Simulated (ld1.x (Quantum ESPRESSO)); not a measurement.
# Pseudopotential generation: Sn (part 2 of 2)

Continued. System: tin (Sn, Z = 50), core [Kr] 4d10, reference valence 5s2 5p2, valence charge 4. Method: TM potential, PBE, scalar-relativistic, made with ld1.x (Quantum ESPRESSO) 7.5.

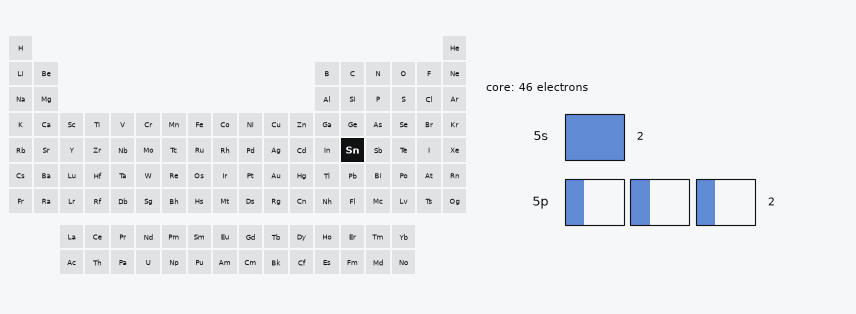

Left, the place of tin in the periodic table; right, the valence shells of the reference configuration: a box for each of the 2l + 1 orbitals, shaded by the share of the shell that is filled, with the electron count at the right.

Output of the test run (extracts), continued:
```
     ---------------------- Testing the pseudopotential ----------------------

     Sn
     scalar relativistic calculation

     atomic number is 50.00   valence charge is  4.00
     dft =PBE   lsd =0 sic =0 latt =0  beta=0.20 tr2=1.0E-14
     mesh =1243 r(mesh) = 100.78374 xmin = -7.00 dx = 0.01250

     n l     nl             e AE (Ry)        e PS (Ry)    De AE-PS (Ry)
     1 0     5S   1( 2.00)       -1.91763       -1.90891       -0.00872  !
     2 1     5P   1( 0.00)       -1.30765       -1.29575       -0.01190  !

     eps = 6.7E-15  iter = 31

     Etot =  -12352.880119 Ry,   -6176.440059 Ha, -168069.496083 eV
     Etotps =    -5.201830 Ry,      -2.600915 Ha,     -70.774506 eV
     dEtot_ae =       1.530756 Ry
     dEtot_ps =       1.525082 Ry,   Delta E=       0.005674 Ry

     Ekin =       1.059732 Ry,       0.529866 Ha,      14.418393 eV
     Encl =      -9.108305 Ry,      -4.554153 Ha,    -123.924807 eV
     Ehrt =       1.645636 Ry,       0.822818 Ha,      22.390024 eV
     Ecxc =      -0.911490 Ry,      -0.455745 Ha,     -12.401458 eV
     Epseu=       2.112597 Ry,       1.056298 Ha,      28.743342 eV

     ---------------------- End of pseudopotential test ----------------------

     ---------------------- Testing the pseudopotential ----------------------

     Sn
     scalar relativistic calculation

     atomic number is 50.00   valence charge is  4.00
     dft =PBE   lsd =0 sic =0 latt =0  beta=0.20 tr2=1.0E-14
     mesh =1243 r(mesh) = 100.78374 xmin = -7.00 dx = 0.01250

     n l     nl             e AE (Ry)        e PS (Ry)    De AE-PS (Ry)
     1 0     5S   1( 1.00)       -2.64311       -2.59818       -0.04493  !
     2 1     5P   1( 0.00)       -1.96962       -1.91228       -0.05734  !

     eps = 6.5E-15  iter = 31

     Etot =  -12350.603760 Ry,   -6175.301880 Ha, -168038.524645 eV
     Etotps =    -2.947295 Ry,      -1.473648 Ha,     -40.099996 eV
     dEtot_ae =       3.807115 Ry
     dEtot_ps =       3.779617 Ry,   Delta E=       0.027498 Ry

     Ekin =       0.682982 Ry,       0.341491 Ha,       9.292443 eV
     Encl =      -5.561492 Ry,      -2.780746 Ha,     -75.667951 eV
     Ehrt =       0.466068 Ry,       0.233034 Ha,       6.341184 eV
     Ecxc =      -0.416066 Ry,      -0.208033 Ha,      -5.660863 eV
     Epseu=       1.881212 Ry,       0.940606 Ha,      25.595191 eV

     ---------------------- End of pseudopotential test ----------------------

     ---------------------- Testing the pseudopotential ----------------------

     Sn
     scalar relativistic calculation

     atomic number is 50.00   valence charge is  4.00
     dft =PBE   lsd =0 sic =0 latt =0  beta=0.20 tr2=1.0E-14
     mesh =1243 r(mesh) = 100.78374 xmin = -7.00 dx = 0.01250

     n l     nl             e AE (Ry)        e PS (Ry)    De AE-PS (Ry)
     1 0     5S   1( 1.00)       -0.83895       -0.83657       -0.00237
     2 1     5P   1( 3.00)       -0.31727       -0.31727        0.00001

     eps = 1.4E-15  iter = 17

     Etot =  -12353.897991 Ry,   -6176.948995 Ha, -168083.344936 eV
     Etotps =    -6.215115 Ry,      -3.107558 Ha,     -84.560954 eV
     dEtot_ae =       0.512884 Ry
     dEtot_ps =       0.511797 Ry,   Delta E=       0.001087 Ry

     Ekin =       2.263155 Ry,       1.131577 Ha,      30.791786 eV
     Encl =     -13.370315 Ry,      -6.685157 Ha,    -181.912401 eV
     Ehrt =       4.917513 Ry,       2.458757 Ha,      66.906177 eV
     Ecxc =      -1.687288 Ry,      -0.843644 Ha,     -22.956721 eV
     Epseu=       1.661819 Ry,       0.830910 Ha,      22.610205 eV

     ---------------------- End of pseudopotential test ----------------------

     ---------------------- Testing the pseudopotential ----------------------

     Sn
     scalar relativistic calculation

     atomic number is 50.00   valence charge is  4.00
     dft =PBE   lsd =0 sic =0 latt =0  beta=0.20 tr2=1.0E-14
     mesh =1243 r(mesh) = 100.78374 xmin = -7.00 dx = 0.01250

     n l     nl             e AE (Ry)        e PS (Ry)    De AE-PS (Ry)
     1 0     5S   1( 2.00)       -0.63645       -0.63648        0.00003
     2 1     5P   1( 2.30)       -0.14657       -0.14669        0.00012

     eps = 9.3E-15  iter = 43

     Etot =  -12354.473285 Ry,   -6177.236643 Ha, -168091.172217 eV
     Etotps =    -6.789357 Ry,      -3.394679 Ha,     -92.373913 eV
     dEtot_ae =      -0.062411 Ry
     dEtot_ps =      -0.062445 Ry,   Delta E=       0.000035 Ry

     Ekin =       2.141339 Ry,       1.070670 Ha,      29.134402 eV
     Encl =     -14.678125 Ry,      -7.339062 Ha,    -199.706062 eV
     Ehrt =       5.720474 Ry,       2.860237 Ha,      77.831019 eV
     Ecxc =      -1.863176 Ry,      -0.931588 Ha,     -25.349802 eV
     Epseu=       1.890130 Ry,       0.945065 Ha,      25.716531 eV

     ---------------------- End of pseudopotential test ----------------------

     ---------------------- Testing the pseudopotential ----------------------

     Sn
     scalar relativistic calculation

     atomic number is 50.00   valence charge is  4.00
     dft =PBE   lsd =0 sic =0 latt =0  beta=0.20 tr2=1.0E-14
     mesh =1243 r(mesh) = 100.78374 xmin = -7.00 dx = 0.01250

     n l     nl             e AE (Ry)        e PS (Ry)    De AE-PS (Ry)
     1 0     5S   1( 1.00)       -1.37450       -1.37095       -0.00355
     2 1     5P   1( 2.00)       -0.80556       -0.80467       -0.00088

     eps = 4.6E-15  iter = 29

     Etot =  -12353.343403 Ry,   -6176.671702 Ha, -168075.799389 eV
     Etotps =    -5.660721 Ry,      -2.830361 Ha,     -77.018039 eV
     dEtot_ae =       1.067471 Ry
     dEtot_ps =       1.066191 Ry,   Delta E=       0.001281 Ry

     Ekin =       1.922668 Ry,       0.961334 Ha,      26.159235 eV
     Encl =     -11.006401 Ry,      -5.503201 Ha,    -149.749719 eV
     Ehrt =       3.050586 Ry,       1.525293 Ha,      41.505334 eV
     Ecxc =      -1.280354 Ry,      -0.640177 Ha,     -17.420100 eV
     Epseu=       1.652780 Ry,       0.826390 Ha,      22.487212 eV

     ---------------------- End of pseudopotential test ----------------------

     ---------------------- Testing the pseudopotential ----------------------

     Sn
     scalar relativistic calculation

     atomic number is 50.00   valence charge is  4.00
     dft =PBE   lsd =0 sic =0 latt =0  beta=0.20 tr2=1.0E-14
     mesh =1243 r(mesh) = 100.78374 xmin = -7.00 dx = 0.01250

     n l     nl             e AE (Ry)        e PS (Ry)    De AE-PS (Ry)
     1 0     5S   1( 2.00)       -1.03071       -1.03057       -0.00013
     2 1     5P   1( 1.50)       -0.50178       -0.50141       -0.00037

     eps = 9.7E-15  iter = 33

     Etot =  -12354.218616 Ry,   -6177.109308 Ha, -168087.707269 eV
     Etotps =    -6.534689 Ry,      -3.267345 Ha,     -88.908976 eV
     dEtot_ae =       0.192258 Ry
     dEtot_ps =       0.192223 Ry,   Delta E=       0.000036 Ry

     Ekin =       1.933198 Ry,       0.966599 Ha,      26.302503 eV
     Encl =     -12.991150 Ry,      -6.495575 Ha,    -176.753598 eV
     Ehrt =       4.175805 Ry,       2.087902 Ha,      56.814720 eV
     Ecxc =      -1.571578 Ry,      -0.785789 Ha,     -21.382407 eV
     Epseu=       1.919035 Ry,       0.959518 Ha,      26.109807 eV

     ---------------------- End of pseudopotential test ----------------------
```

Key numbers:

- outcome: generated, with a spurious state above the valence levels
- cutoffs needed: 21 Ry and 40 Ry (the cutoffs, on a coarse ladder, from which the occupation-weighted sum of valence levels, in a spherical-Bessel basis at the reference potential, stays within 10 and 1 mRy of its value at 400 Ry); ghost states and empty shells don't enter this sum
- ghost test: no ghost state below the valence levels in the s, p, d, f channels (spherical-Bessel basis up to 400 Ry, 20 bohr box)
- largest excitation error: +374 meV (all-electron minus pseudo) for 5s1 5p0, out of 7 test configurations
- clearest signs, in the scattering phases, of states that the all-electron atom lacks: s near 0.4 Ry
- range over which the phases arctan(r u′/u) at the test radius agree within 0.05 rad (a looser test near the poles than one of phase shifts): s: up to about 0.0 Ry; p: up to about 0.8 Ry
- hardware: 1 CPU thread, shared host
- wall time: 1.9 s

Notes:

The Bessel test looks below the valence levels only. The scattering phases show an s state near 0.4 Ry, 1.1 Ry above the channel's reference energy, that the all-electron atom lacks, which is too close to the valence region for the potential to be used. An excitation error of 374 meV in its own tests makes this a poorly transferable potential. The scattering phases part by more than π/2 and stay apart in p from about 3.4 Ry: a level there is either far displaced or one that only the pseudo-atom has.
